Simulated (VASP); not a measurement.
Energy against volume of InAs (zinc blende). Computed with r2SCAN meta-GGA, VASP's PBE PAW potentials (set 64) (plane waves; VASP).

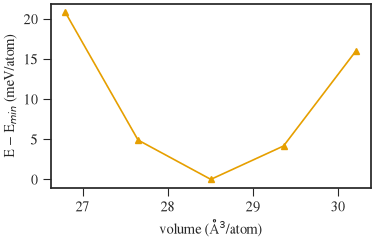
Figure. Energy against volume

Question: Estimate the equilibrium volume and the bulk modulus.

Answer: The minimum lies near 28.5 Å³/atom, and the curvature gives B0 of about 57 GPa.

Measured: bulk modulus 58.6 GPa at 0 K (computed value off by -2.8 %), as given by Daniel Mejia-Rodriguez et al., Physical Review B (2018), arXiv:1807.09216 [0 K value with the zero-point phonon effect removed]; a 6.047 Å at 0 K (computed value off by +1.0 %), as given by Daniel Mejia-Rodriguez et al., Physical Review B (2018), arXiv:1807.09216 [static lattice: zero-point anharmonic expansion removed].

The compound is InAs in the zinc blende structure. It was relaxed first.
